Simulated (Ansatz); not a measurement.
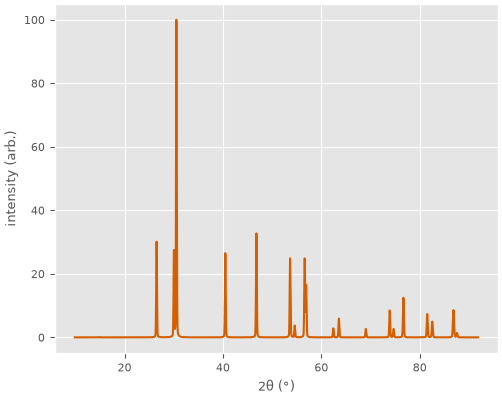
Figure. Simulated powder pattern, Cu Kα, λ = 1.54184 Å

The pattern belongs to a structure relaxed with LDA in the plane-wave PAW code Ansatz.

### Question
Pick the material that matches.
A) TePb, rock salt
B) CdO, rock salt
C) La2O3, La2O3 or Ni2Al3 type
D) BaTiO3, cubic perovskite

### Answer
C, La2O3, La2O3 or Ni2Al3 type

Space group P-3m1 (La2O3 or Ni2Al3 type). Symmetry was held in the LDA relaxation; phonons on a q-mesh show no instability. Spin–orbit coupling is left out wherever it is not named.

Potentials: the later of the program's two PAW sets.
